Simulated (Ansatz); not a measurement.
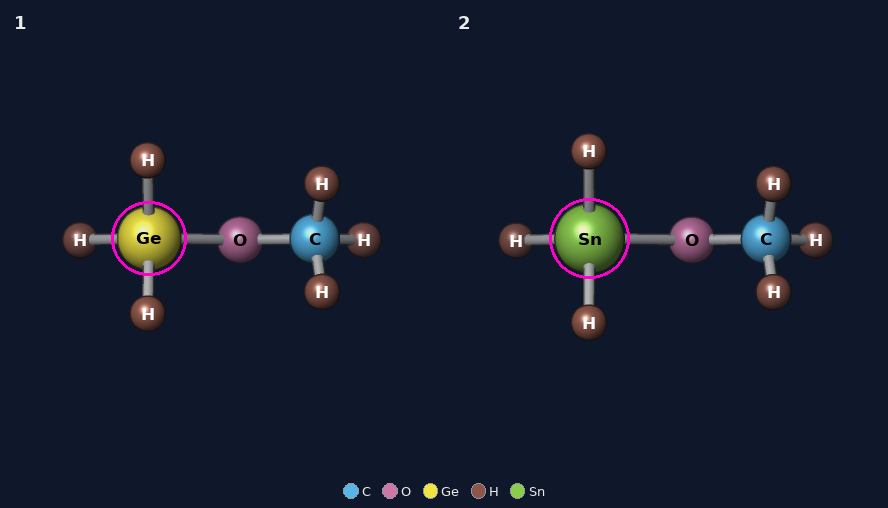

2 molecules with one skeleton, seen from the same side and at one scale; the atom that differs is circled. Each species is neutral and a spin singlet. Computed geometries: PBE0-D4/def2-TZVP optimisations, one conformation each. Properties computed with Ansatz 0.2.0. Elements past Kr carry core potentials.

One atom differs, called X below: Ge in panel 1, Sn in panel 2. Their formulas are CH6GeO (`C[O][GeH3]`), CH6OSn (`C[O][SnH3]`).

### In which is the dipole moment larger (r2SCAN-D4/def2-TZVPP)?

In panel 2 (X = Sn).

### In which is the HOMO energy (Kohn–Sham orbital) higher (PBE0-D4/def2-TZVPP)?

In panel 2 (X = Sn).

Give the values. With PBE0-D4/def2-TZVP: mean length of X–H (Å), length of X–O (Å), mean angle O–X–H (°). With PBE0-D4/def2-TZVPP: HOMO energy (Kohn–Sham orbital) (eV), HOMO–LUMO gap (eV). With r2SCAN-D4/def2-TZVPP: dipole moment (D).

| quantity | 1 (Ge) | 2 (Sn) | 2 − 1 |
| --- | --- | --- | --- |
| mean length of X–H (Å) | 1.538 | 1.706 | +0.168 |
| length of X–O (Å) | 1.779 | 1.968 | +0.189 |
| mean angle O–X–H (°) | 107.6 | 106.2 | −1.4 |
| HOMO energy (Kohn–Sham orbital) (eV) | −7.77 | −7.50 | +0.27 |
| HOMO–LUMO gap (eV) | 8.08 | 7.10 | −0.98 |
| dipole moment (D) | 1.06 | 1.33 | +0.27 |
